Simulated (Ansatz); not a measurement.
# AlAsH₄O₂ + H₂: a complex and its separated parts, part 3 of 3

Ansatz 0.2.0, Gaussian basis.

## Step 17: PBE-QIDH/def2-TZVPP

The inputs:

parta/in.yaml

```yaml
crystal:
  periodic: [false, false, false]
  atoms:
    - {symbol: Al, position_ang: [-0.196999, 0.242957, 0.257228]}
    - {symbol: O, position_ang: [-0.351027, 1.642582, -0.683599]}
    - {symbol: O, position_ang: [-1.495343, -0.749588, 0.701078]}
    - {symbol: As, position_ang: [2.022067, -0.450546, 0.892157]}
    - {symbol: H, position_ang: [-1.164286, 1.994584, -1.039670]}
    - {symbol: H, position_ang: [-2.412002, -0.613803, 0.470022]}
    - {symbol: H, position_ang: [2.364858, 0.982229, 1.277236]}
    - {symbol: H, position_ang: [1.523343, -0.782090, 2.292135]}
basis:
  gaussian: {orbitals: def2-TZVPP}
hamiltonian: {xc: {name: PBE-QIDH}}
```

partb/in.yaml

```yaml
crystal:
  periodic: [false, false, false]
  atoms:
    - {symbol: H, position_ang: [-0.284154, -1.433710, -1.911377]}
    - {symbol: H, position_ang: [-0.006456, -0.832614, -2.255409]}
basis:
  gaussian: {orbitals: def2-TZVPP}
hamiltonian: {xc: {name: PBE-QIDH}}
```

One command serves all of them, each in its own folder.

Started as:

```sh
ansatz run in.yaml --threads 8 --pin off --events-out ev --progress --plain --max-ram 19148MiB
```

Output in parta (excerpt; [...] marks lines left out):

```text
Functional definition: PBE-QIDH
  name "PBE-QIDH"
  cite "Brémond, Sancho-García, Pérez-Jiménez & Adamo, J. Chem. Phys. 141, 031101 (2014) doi:10.1063/1.4890314"
  cite "Perdew, Burke & Ernzerhof, Phys. Rev. Lett. 77, 3865 (1996) doi:10.1103/PhysRevLett.77.3865"
[...]
1287 factors; integrals over basis functions are off by at most 1.1e-3 eV
[...]
mean field -71568.25174695 eV, -2630.0847409969 hartree, gradient 7.6e-6 eV, S^2 0.000000; 0 other end points of the search recorded, 0 dependent functions left out
16 core orbitals not correlated: weight in the atoms' cores, before any rotation towards them, 1.000 or more for the frozen orbitals, at most 0.000 for the correlated occupied ones
reference -71568.25175961 eV, -2630.0847414623 hartree; 17, 17 occupied and 175, 175 virtual orbitals, 1287 factors
second order -25.42481803 eV of doubles, -0.00000000 eV of singles
Total energy: -71576.72669895 eV, -2630.3961897386 hartree
```

Output in partb (excerpt; [...] marks lines left out):

```text
[... 4 set-up lines as earlier in the session ...]
[...]
145 factors; integrals over basis functions are off by at most 7.3e-4 eV
[...]
mean field -31.52724693 eV, -1.1586049549 hartree, gradient 1.4e-6 eV, S^2 0.000000; 0 other end points of the search recorded, 0 dependent functions left out
reference -31.52725335 eV, -1.1586051908 hartree; 1, 1 occupied and 27, 27 virtual orbitals, 145 factors
second order -0.95920851 eV of doubles, -0.00000000 eV of singles
Total energy: -31.84698952 eV, -1.1703552783 hartree
```

Times: 2.3 s (parta), 0.1 s (partb) on 8 threads of Arm Neoverse V1, shared host.

## Step 18: RPA on PBE/def2-TZVPP

The same edit goes into each in.yaml of step 17 (parta, partb):

```diff
-hamiltonian: {xc: {name: PBE-QIDH}}
+hamiltonian: {xc: pbe}
+correlation: {method: rpa}
```

One command serves all of them, each in its own folder.

Started as:

```sh
ansatz run in.yaml --threads 8 --pin off --events-out ev --progress --plain --max-ram 19148MiB
```

Log of parta (excerpt; [...] marks lines left out):

```text
[... 4 set-up lines as earlier in the session ...]
[...]
1287 factors; integrals over basis functions are off by at most 1.1e-3 eV
[...]
mean field -71585.95407007 eV, -2630.7352893726 hartree, gradient 4.0e-6 eV, S^2 0.000000; 0 other end points of the search recorded, 0 dependent functions left out
16 core orbitals not correlated: weight in the atoms' cores, before any rotation towards them, 1.000 or more for the frozen orbitals, at most 0.000 for the correlated occupied ones
reference -71520.51387323 eV, -2628.3304064957 hartree; 17, 17 occupied and 175, 175 virtual orbitals, 1287 factors
Total energy: -71555.73290780 eV, -2629.6246821438 hartree
```

Log of partb (excerpt; [...] marks lines left out):

```text
[... 4 set-up lines as earlier in the session ...]
[...]
145 factors; integrals over basis functions are off by at most 7.3e-4 eV
[...]
mean field -31.73221946 eV, -1.1661375564 hartree, gradient 1.4e-6 eV, S^2 0.000000; 0 other end points of the search recorded, 0 dependent functions left out
reference -30.80639379 eV, -1.1321140906 hartree; 1, 1 occupied and 27, 27 virtual orbitals, 145 factors
Total energy: -32.86230374 eV, -1.2076673876 hartree
```

Times: 2.5 s (parta), 0.1 s (partb) on 8 threads of Arm Neoverse V1, shared host.

## Step 19: CCSD(T)/def2-TZVPP

The same edit goes into each in.yaml of step 18 (parta, partb):

```diff
-hamiltonian: {xc: pbe}
-correlation: {method: rpa}
+correlation: {method: ccsd_t}
```

The same command starts each run, in its folder.

Started as:

```sh
ansatz run in.yaml --threads 8 --pin off --events-out ev --progress --plain --max-ram 19148MiB
```

Log of parta (excerpt; [...] marks lines left out):

```text
Functional definition: HF
  name "HF"
  cite "Fock, Z. Phys. 61, 126 (1930) doi:10.1007/BF01340294"
[... 1 set-up line as earlier in the session ...]
[...]
1287 factors; integrals over basis functions are off by at most 1.1e-3 eV
[...]
mean field -71522.10841565 eV, -2628.3890048490 hartree, gradient 1.8e-6 eV, S^2 0.000000; 0 other end points of the search recorded, 0 dependent functions left out
16 core orbitals not correlated: weight in the atoms' cores, before any rotation towards them, 1.000 or more for the frozen orbitals, at most 0.000 for the correlated occupied ones
reference -71522.10841565 eV, -2628.3890048490 hartree; 17, 17 occupied and 175, 175 virtual orbitals, 1287 factors
second order -22.70553870 eV of doubles, -0.00000000 eV of singles
cycle   1  -22.51920814 eV  change    1.9e-1 eV  update   1.1e-1
[...]
cycle   9  -23.17067354 eV  change   -2.4e-5 eV  update   2.2e-5
perturbative correction -0.82921675 eV, -0.0304731534 hartree
Total energy: -71546.10830594 eV, -2629.2709845492 hartree
```

partb printed (excerpt; [...] marks lines left out):

```text
[... 4 set-up lines as earlier in the session ...]
[...]
145 factors; integrals over basis functions are off by at most 7.3e-4 eV
[...]
mean field -30.82769827 eV, -1.1328970157 hartree, gradient 4.2e-7 eV, S^2 0.000000; 0 other end points of the search recorded, 0 dependent functions left out
reference -30.82769827 eV, -1.1328970157 hartree; 1, 1 occupied and 27, 27 virtual orbitals, 145 factors
second order -0.86257644 eV of doubles, -0.00000000 eV of singles
cycle   1  -1.00723301 eV  change   -1.4e-1 eV  update   2.6e-2
[...]
cycle   7  -1.07308377 eV  change    5.0e-7 eV  update   4.1e-7
perturbative correction -0.00000000 eV, -0.0000000000 hartree
Total energy: -31.90078204 eV, -1.1723321169 hartree
```

Times: 45 s (parta), 0.1 s (partb) on 8 threads of Arm Neoverse V1, shared host; peak memory 2.8 GiB.

## Step 20: Vibrations of AlAsH₄O₂

vib-parta/in.yaml reads:

```yaml
crystal:
  periodic: [false, false, false]
  atoms:
    - {symbol: Al, position_ang: [-0.196999, 0.242957, 0.257228]}
    - {symbol: O, position_ang: [-0.351027, 1.642582, -0.683599]}
    - {symbol: O, position_ang: [-1.495343, -0.749588, 0.701078]}
    - {symbol: As, position_ang: [2.022067, -0.450546, 0.892157]}
    - {symbol: H, position_ang: [-1.164286, 1.994584, -1.039670]}
    - {symbol: H, position_ang: [-2.412002, -0.613803, 0.470022]}
    - {symbol: H, position_ang: [2.364858, 0.982229, 1.277236]}
    - {symbol: H, position_ang: [1.523343, -0.782090, 2.292135]}
basis:
  gaussian: {orbitals: def2-TZVP}
hamiltonian: {xc: pbe0, dispersion: d4}
phonons: {temperatures: {t_min: 298.15, t_max: 900, t_step: 200}}
```

Started as:

```sh
ansatz run in.yaml --threads 8 --pin off --events-out ev --progress --plain --max-ram 19148MiB
```

Output (excerpt; [...] marks lines left out):

```text
[... 5 set-up lines as earlier in the session ...]
[...]
1180 factors; their error is unknown
[...]
mean field -71588.22491471 eV, -2630.8187413738 hartree, gradient 3.7e-5 eV, S^2 0.000000; 0 other end points of the search recorded, 0 dependent functions left out
[...]
Atom 5 at    -2.412002    -0.613803     0.470022 Å, force    -0.000037    -0.000158    -0.000023 eV/Å
Atom 6 at     2.364858     0.982229     1.277236 Å, force     0.000385     0.000690    -0.000005 eV/Å
Atom 7 at     1.523343    -0.782090     2.292135 Å, force    -0.000179    -0.000242     0.000735 eV/Å
Dipole moment:    -0.496741     0.176027    -0.106002 e Å
Vibrations: 82.92 125.50 190.65 208.44 262.97 336.35 346.97 509.37 541.97 579.61 612.28 817.30 913.20 982.90 2208.44 2220.38 3964.26 3967.02 cm⁻¹, zero-point energy 1.169824 eV
```

It took 52 s on 8 threads of Arm Neoverse V1, shared host.

The modes, with what each moves most:

```
mode  wavenumber (cm⁻¹)                character
   1                 83                  torsion
   2                126                     bend
   3                191  bend with Al–As stretch
   4                208                  torsion
   5                263                  torsion
   6                336                  torsion
   7                347            Al–As stretch
   8                509                     bend
   9                542                     bend
  10                580                     bend
  11                612                     bend
  12                817             Al–O stretch
  13                913             Al–O stretch
  14                983        bend with torsion
  15               2208             As–H stretch
  16               2220             As–H stretch
  17               3964              O–H stretch
  18               3967              O–H stretch
```

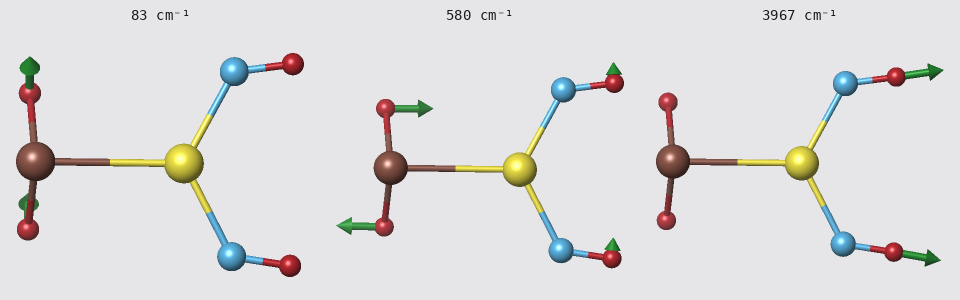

Displacements of 3 modes, as arrows.

Vibrational sums (real modes only):

```
T (K)  entropy (J/mol/K)  heat capacity (J/mol/K)
  298               74.1                     77.3
  498              119.4                     98.5
  698              154.6                    109.6
  898              183.2                    117.1
```

## Step 21: Vibrations of H₂

vib-partb/in.yaml reads:

```yaml
crystal:
  periodic: [false, false, false]
  atoms:
    - {symbol: H, position_ang: [-0.284154, -1.433710, -1.911377]}
    - {symbol: H, position_ang: [-0.006456, -0.832614, -2.255409]}
basis:
  gaussian: {orbitals: def2-TZVP}
hamiltonian: {xc: pbe0, dispersion: d4}
phonons: {temperatures: {t_min: 298.15, t_max: 900, t_step: 200}}
```

Started as:

```sh
ansatz run in.yaml --threads 8 --pin off --events-out ev --progress --plain --max-ram 19148MiB
```

Output (excerpt; [...] marks lines left out):

```text
[... 5 set-up lines as earlier in the session ...]
[...]
88 factors; their error is unknown
[...]
mean field -31.78865265 eV, -1.1682114379 hartree, gradient 1.8e-5 eV, S^2 0.000000; 0 other end points of the search recorded, 0 dependent functions left out
[...]
reference -31.78854938 eV, -1.1682076426 hartree; 1, 1 occupied and 11, 11 virtual orbitals, 88 factors
Total energy: -31.79027508 eV, -1.1682710610 hartree
Atom 0 at    -0.284154    -1.433710    -1.911377 Å, force     0.000905     0.001958    -0.001121 eV/Å
Atom 1 at    -0.006456    -0.832614    -2.255409 Å, force    -0.000905    -0.001958     0.001121 eV/Å
Dipole moment:     0.000000     0.000000    -0.000000 e Å
Vibrations: 4414.13 cm⁻¹, zero-point energy 0.273641 eV
```

It took 0.2 s on 8 threads of Arm Neoverse V1, shared host.

The modes, with what each moves most:

```
mode  wavenumber (cm⁻¹)    character
   1               4414  H–H stretch
```

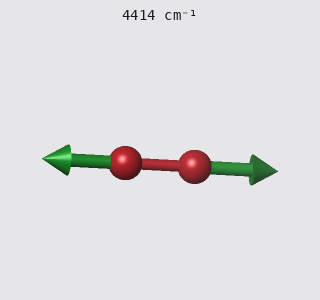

How the atoms move in 1 of the modes.

Vibrational sums (real modes only):

```
T (K)  entropy (J/mol/K)  heat capacity (J/mol/K)
  298                0.0                      0.0
  498                0.0                      0.0
  698                0.0                      0.1
  898                0.1                      0.4
```

## Step 22: Complex less separated parts

The complex's own energies come from single points at the same levels.

Rows are in def2-TZVPP; times add the 3 runs of a level on a shared host, so small differences are noise.

Differences are taken before rounding.

```
      method                    rung  complex less parts (kJ/mol)  from CCSD(T) (kJ/mol)     time
       SPW92                     LDA                        -12.6                   -9.3    1.5 s
      PBE-D4                     GGA                         -6.0                   -2.7    2.2 s
     BLYP-D4                     GGA                         -2.2                   +1.1    2.4 s
   r2SCAN-D4                meta-GGA                         -4.7                   -1.4    4.9 s
      B97M-V                meta-GGA                         -4.1                   -0.8    9.5 s
     PBE0-D4                  hybrid                         -6.2                   -2.8    3.1 s
    B3LYP-D4                  hybrid                         -3.5                   -0.2    2.9 s
  r2SCAN0-D4                  hybrid                         -5.6                   -2.3    5.7 s
    BHLYP-D4                  hybrid                         -4.6                   -1.3    2.9 s
CAM-B3LYP-D4  range-separated hybrid                         -4.5                   -1.1    3.4 s
     wB97X-V  range-separated hybrid                         -5.4                   -2.1    7.6 s
     wB97M-V  range-separated hybrid                         -5.7                   -2.4    8.9 s
      B2PLYP           double hybrid                         -0.5                   +2.8    5.3 s
    PBE-QIDH           double hybrid                         -3.9                   -0.6    5.4 s
  RPA on PBE                     RPA                         -1.2                   +2.2    5.7 s
Hartree-Fock            wavefunction                          2.6                   +5.9         
         MP2            wavefunction                         -3.0                   +0.4         
        CCSD            wavefunction                         -2.7                   +0.6         
     CCSD(T)            wavefunction                         -3.3                      0  2.2 min
```

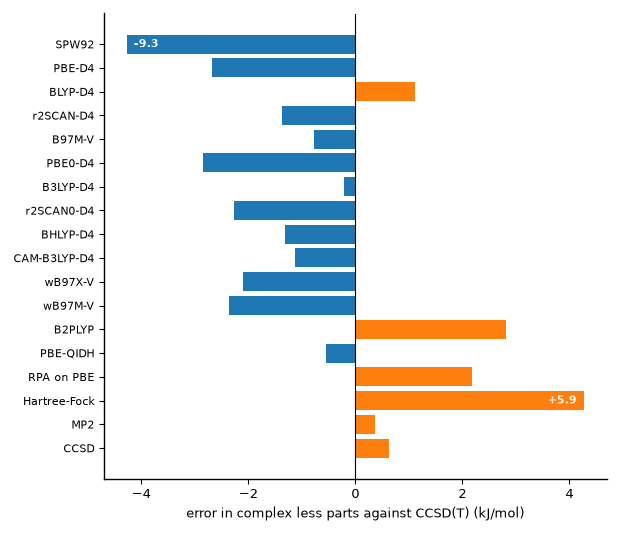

Error of each method against CCSD(T). Bars with a number in them are cut short.

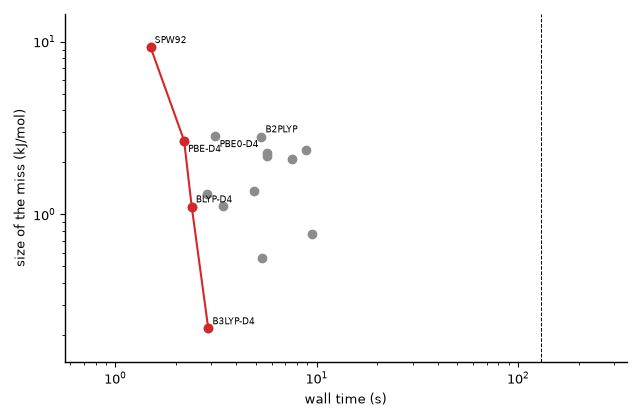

Miss against cost. Red marks the levels that no quicker level drawn beats (of those quicker than the yardstick), and the dashed line is the time of CCSD(T). Only those levels and the largest misses are named. Times are from a shared host.

B3LYP-D4 reaches 0.2 kJ/mol from the reference in 2.9 s, where CCSD(T) took 2.2 min; the quickest level in the cost chart, SPW92, takes 1.5 s and misses by 9.3 kJ/mol.

The complex's zero-point energy, from a separate PBE0-D4 run, is 1.502 eV.

## Step 23: Outcome

This closing draws on all 3 parts.

```
                              quantity        value
complex less parts, CCSD(T)/def2-TZVPP  -3.3 kJ/mol
                with zero-point energy  +2.4 kJ/mol
                 largest T1 diagnostic        0.012
```

In words: At CCSD(T) the complex lies 3.3 kJ/mol below its parts. Among the functionals B3LYP-D4 lands nearest to CCSD(T) (-0.2 kJ/mol) and SPW92 farthest (-9.3 kJ/mol). Mean unsigned error by rung: LDA 9.3, GGA 1.9, meta-GGA 1.1, hybrid 1.7, range-separated hybrid 1.9, double hybrid 1.7 kJ/mol. PBE-D4 gives a relative energy 2.7 kJ/mol too low, an error of 80 % of the reference. No counterpoise was applied, and triple zeta lacks some correlation, so the CCSD(T) reference has a basis error of its own, and close matches with it are partly luck.
